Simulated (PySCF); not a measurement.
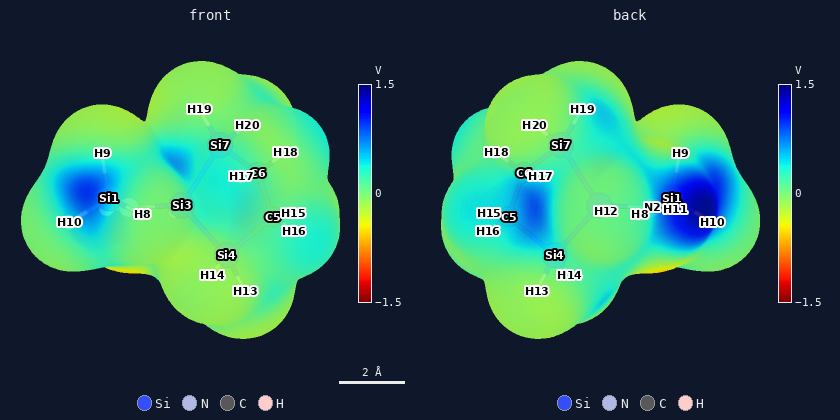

*C2H13NSi4 (SMILES [SiH3]N[SiH]1[SiH2]CC[SiH2]1). The electrostatic potential painted on the density surface at 0.001 e/bohr³, seen from the front and from behind; the colour scale runs from red (negative) to blue (positive).*

Geometry: GFN2-xTB.

These are results of PySCF, PBE0/pcSseg-1, SCF density, gas phase, non-relativistic, not measurements.

Input file:

```
{"job": {"kind": "nmr", "xc": "PBE0", "basis": "pcSseg-1"}, "charge": 0, "multiplicity": 1}
Si     2.955203    -0.205407     0.336947
N      2.063587     0.193502    -1.087880
Si     0.334400     0.243845    -1.341045
Si    -0.744841     1.797467     0.013580
C     -2.146598     0.648952     0.644653
C     -1.672681    -0.777533     0.947267
Si    -0.816215    -1.618710    -0.548894
H      2.167564     0.279225     1.468908
H      3.156824    -1.655429     0.457563
H      4.248357     0.471404     0.231400
H      2.618524     0.239313    -1.925610
H      0.257750     0.492085    -2.796204
H     -1.388340     2.972848    -0.595617
H     -0.019501     2.323469     1.181199
H     -2.934125     0.602494    -0.112936
H     -2.614211     1.071330     1.536806
H     -0.970391    -0.744662     1.785109
H     -2.521218    -1.373983     1.289759
H     -0.108592    -2.808672    -0.051761
H     -1.870645    -2.140859    -1.436281
```

Run with:

```sh
OMP_NUM_THREADS=1 python probes_run.py task.json out
```

Describe the electrostatic potential map.

The most negative region (about −0.5 V, or −12 kcal/mol for a unit charge) lies over N2, the most positive (about +1.4 V, or +32 kcal/mol for a unit charge) over H11.

How polar is the molecule by this calculation?

Its dipole moment is 0.58 D.
